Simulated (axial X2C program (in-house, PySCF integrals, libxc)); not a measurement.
## TaBr: relativistic diatomic calculation

System: TaBr, single determinant with Ω = 2 (not the lowest found). The distance is the PBE0 minimum at charge 0.
Method: expectation values, HF and Kohn-Sham, two-component X2C with atomic mean-field Coulomb and Gaunt terms, Ta dyall-cv3z, Br dyall-cv3z (cores contracted) (axial X2C program (in-house, PySCF integrals, libxc)).

Summary:

- outcome: converged; the levels of theory disagree widely
- hardware: 1 thread of Intel Xeon (Granite Rapids), 128 GiB of memory available, shared host
- wall time: 14 s
- peak memory: 0.68 GiB

Input:
```
{"zs": [73, 35], "q": 0, "bas": ["dyall-cv3z", "dyall-cv3z"], "r0": 2.6, "levels": ["PBE0", "HF", "PBE50", "PBE", "TPSSh"], "nst": 3}
```

The line is the task of a batch: nuclear charges, charge, bases, the levels to run, a first guess of the distance and further settings. This report covers the levels named above. The log is that of the reference distance, started from orbitals converged before.

Launched within a batch (the task file carries these settings):
```bash
python <driver script> task.json out
```

Output:
```
two-component X2C + atomic mean field  PBE0
basis functions 287  fitting functions 1481  grid points 5800
iter        total energy     max residual
   1     -18208.683423442     6.08e-05
   2     -18208.683423464     3.95e-05
   3     -18208.683423468     5.96e-06
converged
one-electron -26131.43328218  Coulomb 7793.13775852  exact exchange -101.62440890  xc functional -311.50937115  nuclear repulsion 557.08602138  atomic mean-field constant -14.34014114
```

Expectation values by level of theory:

```tsv
quantity	PBE0	HF	PBE50	PBE	TPSSh
effective field for an electron dipole moment (GV/cm)	−13.0	−81.2	−27.4	−5.81	−4.83
field gradient at the first nucleus (a.u.)	−3.29	−5.79	−4.27	−2.47	−2.95
field gradient at the second nucleus (a.u.)	1.64	1.26	1.59	1.62	1.58
A∥/gI, first nucleus (MHz)	1010	960	1090	958	936
A∥/gI, second nucleus (MHz)	83.7	87.2	78.4	95.3	83.6
```

Each column comes from one determinant with 2 or more unpaired spinors, which can mix states, in a basis with contracted cores. The levels disagree widely: the effective field runs from −81.2 to −4.83 GV/cm and the field gradient at the first nucleus runs from −5.79 to −2.47 a.u. They may not all have settled in the same state, and these values aren't reliable properties of the molecule.

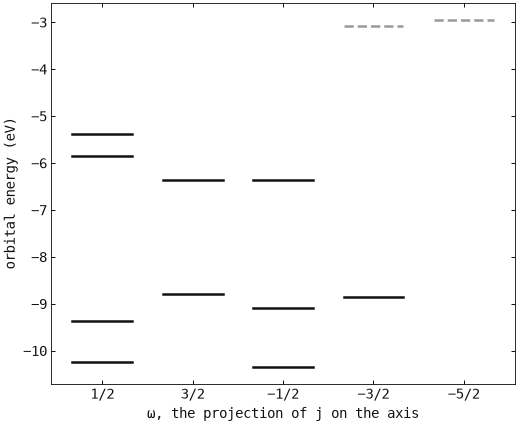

Orbital energies (PBE0) near the frontier at 2.43 Å, filled (solid) and empty (dashed). The highest filled spinor (1/2; 67 % Ta s, 20 % Ta d) lies at −5.38 eV, the lowest empty one (−3/2; 82 % Ta d, 7 % Br p) at −3.07 eV.
